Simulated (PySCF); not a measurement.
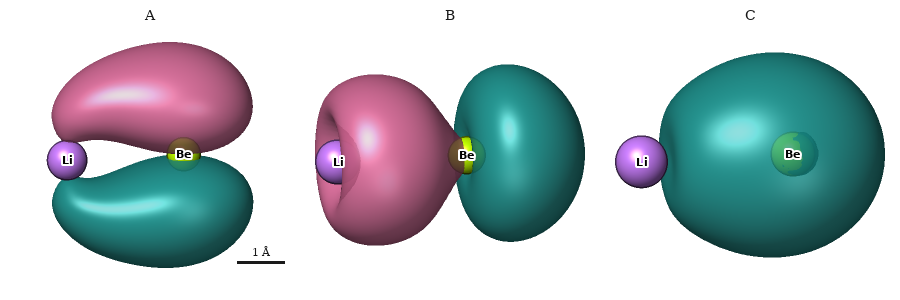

Figure 1: LiBe (charge +1). Three frontier orbitals, each drawn at the value that holds 80 % of its norm (teal and pink are the two phases), in no order; of a degenerate pair one member is drawn.

Method: PySCF, PBE0/aug-cc-pVDZ(-PP), non-relativistic Hamiltonian with scalar-relativistic core potentials where named, at a bond length of 2.607 Å.

### Name the orbitals and rank them from lowest to highest energy.

Orbital C: σ, occupied, −12.15 eV; mainly on Be (85 %).
Orbital B: σ, empty, −7.11 eV; mainly on Be (75 %).
Orbital A: π, empty, −6.36 eV; mainly on Be (80 %).
